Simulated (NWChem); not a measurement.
# Na2 (SMILES [Na][Na]): M06-HF-D3(0)/def2-TZVPP (SMD acetone)

Aim: the energy change on altering one bond length of Na2 at M06-HF-D3(0)/def2-TZVPP (SMD acetone), from 2 runs. 

The results are computed with NWChem 7.3.0.

## (1) The structure to begin with

The species is Na2 (2 atoms), meant as a singlet with charge 0. As SMILES, `[Na][Na]`. The shape comes from GFN2-xTB, which is rough for such elements, and wasn't checked as a minimum.

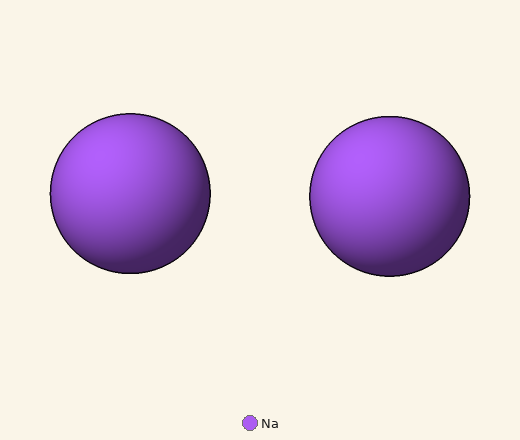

Viewed from a chosen angle; sodium purple.

## (2) A single-point energy at M06-HF-D3(0)/def2-TZVPP (SMD acetone)

File na2.nw:

```
start na2
memory stack 880 mb heap 220 mb global 1100 mb
charge 0

geometry units angstrom noautosym nocenter noautoz
  Na    0.000000    0.000000    0.000000
  Na    0.000000    0.000000    2.736820
end

basis spherical bse
  * library def2-TZVPP
end

cosmo
  do_cosmo_smd true
  solvent acetone
end

dft
  xc m06-hf
  disp vdw 3
  grid fine
  convergence energy 1e-06
  direct
end

task dft energy
```

Started as:

```
nwchem na2.nw > na2.out
```

Output:

```text
[...]
          Wavefunction type:  closed shell.
          No. of atoms     :     2
          No. of electrons :    22
[...]
          Charge           :     0
          Spin multiplicity:     1
[...]
          AO basis - number of functions:    64
[...]
              XC Information
              --------------
                       M06-HF Method XC Functional
                     Hartree-Fock (Exact) Exchange  1.000
                        M06-HF Exchange Functional  1.000
                      M06-HF Correlation Potential  1.000
[...]
 d= 0,ls=0.0,diis     1   -324.6551112168 -3.48D+02  4.52D-02  1.73D-01     0.7
[...]
 d= 0,ls=0.5,diis    15   -324.5438685687 -8.17D-07  9.75D-06  5.83D-08    18.5
         Total DFT energy =     -324.543868618880
      One electron energy =     -502.785890052638
           Coulomb energy =      183.494731839735
    Exchange-Corr. energy =      -28.813043771468
 Nuclear repulsion energy =       23.395929264242
    Dispersion correction =       -0.000000140542
[...]
```

It took 20 s on 1 thread of AMD EPYC 7B13 (Zen 3), shared host; peak memory 0.12 GiB.

## (3) The distorted shape at the same level

File na2.nw:

```
start na2
title "Na2"
memory 2200 mb
geometry units angstrom noautosym nocenter noautoz
  Na       0.093887      -0.029065       0.052878
  Na      -0.011704       0.029293       2.740321
end
basis spherical bse
  * library def2-TZVPP
end
cosmo
  do_cosmo_smd true
  solvent acetone
end
dft
  xc m06-hf
  disp vdw 3
  grid fine
  convergence energy 1e-06
  direct
  print medium
end
task dft energy
```

Started as:

```
nwchem na2.nw > na2.out
```

Output:

```text
[...]
          Wavefunction type:  closed shell.
          No. of atoms     :     2
          No. of electrons :    22
[...]
          Charge           :     0
          Spin multiplicity:     1
[...]
          AO basis - number of functions:    64
[...]
              XC Information
              --------------
                       M06-HF Method XC Functional
                     Hartree-Fock (Exact) Exchange  1.000
                        M06-HF Exchange Functional  1.000
                      M06-HF Correlation Potential  1.000
[...]
 d= 0,ls=0.0,diis     1   -324.6519409157 -3.48D+02  4.49D-02  1.72D-01     0.6
[...]
 d= 0,ls=0.5,diis    15   -324.5428312978 -9.56D-08  8.74D-06  6.47D-08    19.0
         Total DFT energy =     -324.542831349405
      One electron energy =     -503.579795832236
           Coulomb energy =      183.890555408132
    Exchange-Corr. energy =      -28.814886166900
 Nuclear repulsion energy =       23.801816294320
    Dispersion correction =       -0.000000122422
[...]
```

It took 20 s on 1 thread of AMD EPYC 7B13 (Zen 3), shared host; peak memory 0.11 GiB.

## (4) Results

At M06-HF-D3(0)/def2-TZVPP (SMD acetone):

| quantity | value |
| --- | --- |
| first shape: total energy | -324.54387 Eh |
| first shape: dipole moment | 0.00 D |
| first shape: HOMO energy | -5.38 eV |
| first shape: LUMO energy | -0.53 eV |
| first shape: HOMO–LUMO gap | 4.84 eV |
| first shape: dispersion energy | 0.00 kJ/mol |
| first shape: solvent term in the energy | -3.0 kJ/mol |
| distorted shape: total energy | -324.54283 Eh |
| distorted shape: dipole moment | 0.00 D |
| distorted shape: HOMO energy | -5.39 eV |
| distorted shape: LUMO energy | -0.54 eV |
| distorted shape: HOMO–LUMO gap | 4.85 eV |
| distorted shape: dispersion energy | 0.00 kJ/mol |
| distorted shape: solvent term in the energy | -2.7 kJ/mol |
| energy change with the Na1–Na2 bond shortened from 2.737 to 2.690 Å | 0.028 eV |

**Reading.** With the Na1–Na2 bond shortened from 2.737 to 2.690 Å the energy rises by 0.03 eV (2.7 kJ/mol). The first shape isn't relaxed at this level, so the change isn't measured from a minimum.
